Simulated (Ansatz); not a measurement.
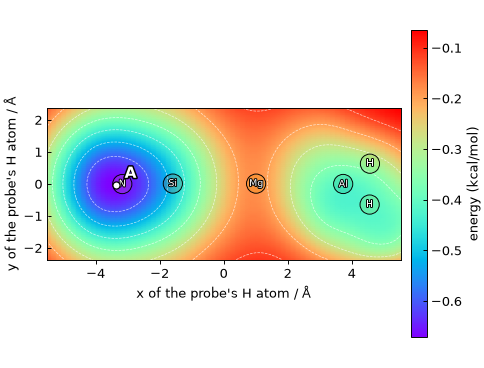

AlH₂MgNSi (SMILES N#[Si][Mg][AlH2]) with the probe H2. The probe is moved over a plane parallel to the molecule's main plane, 3.70 Å above it. Coordinates scanned: (1) x of the probe's H atom; (2) y of the probe's H atom. Nothing is relaxed (molecule and probe rigid, the probe upright with H nearest the plane). The grid has 15 × 7 points. All energies are given in kcal/mol relative to molecule and probe far apart, each relaxed in its own basis (no counterpoise correction). The calculation used RKS B3LYP-D4/def2-SVPD (Ansatz).

In the figure: a smooth colour map with a few white contour lines, labelled circles for the molecule's atoms, projected on the plane, the point A. Between grid points the surface is interpolated.

Q: What is the easiest way out of the well at A, and how high is the barrier?

A: The easiest path leads from the well at about x of the probe's H atom = −3.35 Å, y of the probe's H atom = −0.03 Å to the well at about x of the probe's H atom = 3.97 Å, y of the probe's H atom = −0.50 Å, about 0.24 kcal/mol higher. Its highest point lies about 0.49 kcal/mol above the bottom of the first well on the interpolated surface, at about x of the probe's H atom = 0.91 Å, y of the probe's H atom = 0.16 Å. Seen from the upper well the barrier is about 0.25 kcal/mol. This is the barrier on the constrained surface; relaxing the other coordinates would change it.

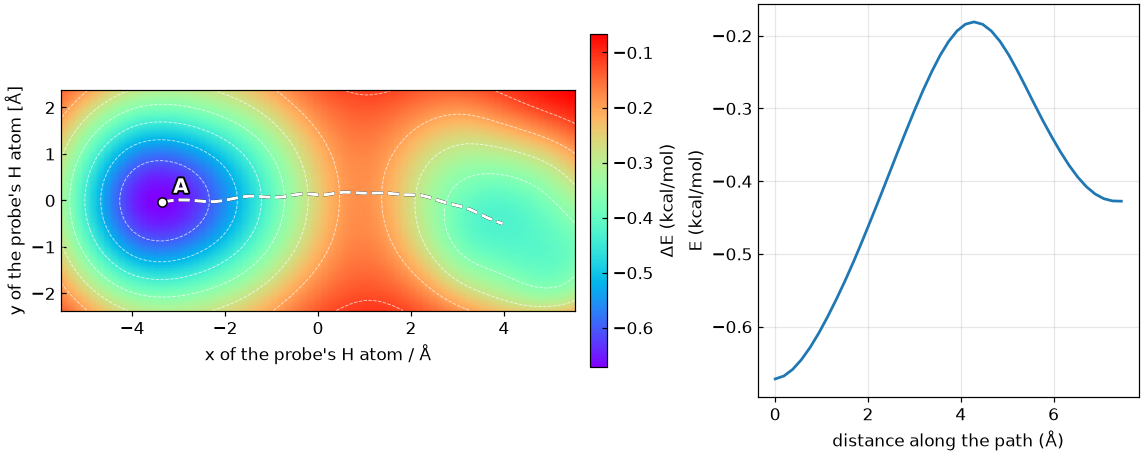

The picture shows a smooth colour map with a few white contour lines, a line along the lowest path, the energy along the path at the right. Between grid points the surface is interpolated.
